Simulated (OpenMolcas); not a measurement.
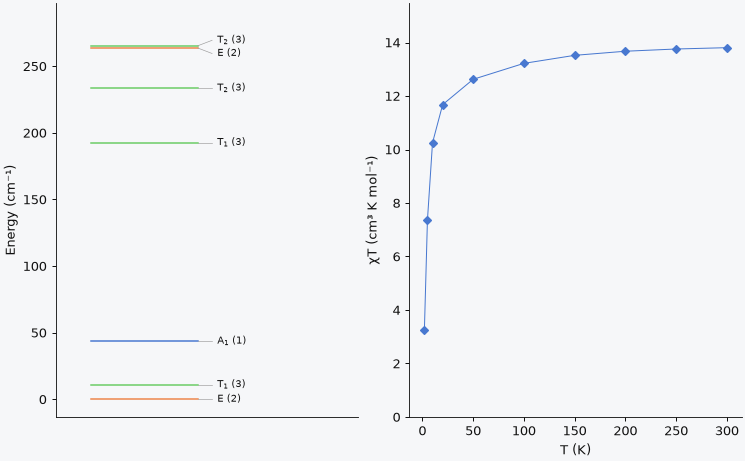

Levels of a 4f ion of charge +2 as a dopant in CsCaF₃, a cluster with its 6 nearest F⁻ at 2.339 Å (octahedron) embedded in model potentials and point charges; the geometry was set, not optimised. Labels give the representation in O, Td, D4 or D3 as the site allows (double group for half-integer spin) where it could be assigned and, in brackets, the degeneracy; spin-free states, where drawn, share the zero of the spin-orbit levels. The calculation used state-averaged CASSCF, the open shell active, basis ANO-RCC-VDZP on all atoms, DKH2 scalar Hamiltonian, spin-orbit coupling by RASSI with atomic mean-field integrals (OpenMolcas). Powder susceptibility by Van Vleck's formula.

> Which ion is the dopant?

Dy²⁺ (4f¹⁰). The ground level is E, doubly degenerate, 95 % from states of spin multiplicity 5, effective J = 8.02, with |mJ| = 2 the largest share (50 %). Its principal g values are all close to zero. The next level lies at 11 cm⁻¹ (T₁). The lowest J multiplet spreads over 265 cm⁻¹. χT is 3.24 cm³ K mol⁻¹ at 2 K and 13.8 at 300 K, an effective moment of 10.51 μB. The active orbitals hold 100 % metal character (Löwdin), and the Mulliken charge of the metal is +1.83.

Note: high states of lower spin left out of the spin-orbit mixing; the geometry is set by hand, with no relaxation and no charge compensation; spin-free states above about 43,000 cm⁻¹ are left out of the spin-orbit step.
